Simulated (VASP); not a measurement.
Band structure of HgTe (zinc blende). Method: MS2 meta-GGA, VASP's PBE PAW potentials (set 64) (plane waves; VASP).

Unless said otherwise, spin-orbit coupling is left out, though it shifts the bands of the heavy elements here.

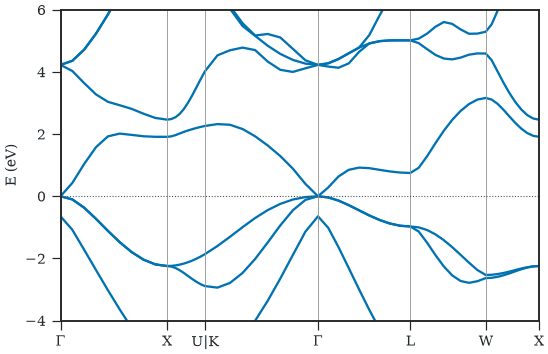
Fig. 1. Bands along high-symmetry lines, zero at the valence-band maximum or, without a gap, the Fermi level

Question: Read the plot: is there a gap, and where are the band edges?

Answer: It has no gap at this level: it comes out as a metal or semimetal.

The compound is HgTe in the zinc blende structure. It was relaxed first.
